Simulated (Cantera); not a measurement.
Charge: 1 mol SO2, 8.7 mol H2, 6.6 mol O2, equilibrated at 1875 °C.

Cantera equilibrium calculation (NASA polynomials, part measured and part estimated; ideal gas, pure solids and liquids). Candidate condensed phases: H2O, H2SO4, S; 19 gas species. The ideal-gas law is rough above about 30 bar. The numbers say what is thermodynamically allowed, not how fast it happens.

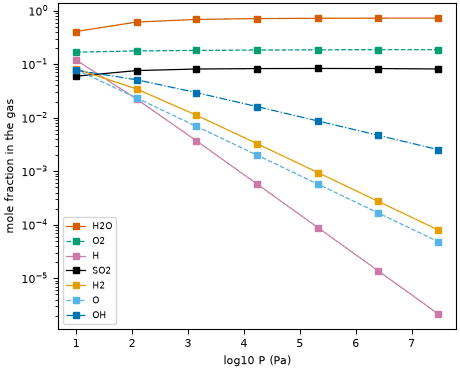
Equilibrium gas composition (values under 1e-9 drawn at 1e-9)

From 10.0 Pa to 300 bar nothing is condensed.
